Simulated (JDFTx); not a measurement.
AlRu(100) slab cut from bulk AlRu (space group Pm-3m, indices of the conventional cell, lattice of the Materials Project entry mp-542569, not re-optimised): 7 atoms in 7 planes, a 1x1 cell of 8.90 Å² (|a| = 2.982, |b| = 2.982 Å), 8.6 Å between the outermost planes, Al outermost, slab composition Al4Ru3, cell height 24.9 Å, 8×8×1 k mesh, Fermi smearing 0.01 Ha, no spin polarisation. Whether this polymorph is the ambient one wasn't checked.

Method: PBE, GBRV ultrasoft potentials, plane waves to 20/100 Ha, in a modified build of JDFTx. Liquid on both sides: CANDLE, water, 1 M NaCl; nuclei fixed. The electron chemical potential μ is absolute (zero in the bulk liquid) and is turned into a potential by U = −μ/e − 4.44 V vs SHE, a convention.

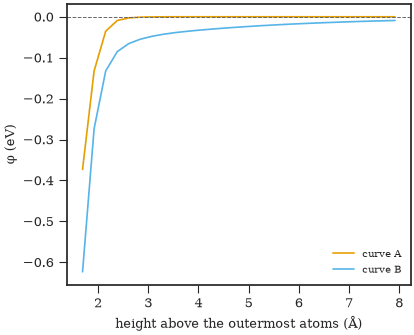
Figure. Plane-averaged electrostatic potential energy of an electron for two states of the electrode

Question: One curve is the neutral slab. Which, and what is the sign of the other's charge?

Answer: Curve A is neutral (potential of zero charge, -1.59 V). Curve B is positively charged, 10.9 μC/cm² at -1.10 V.
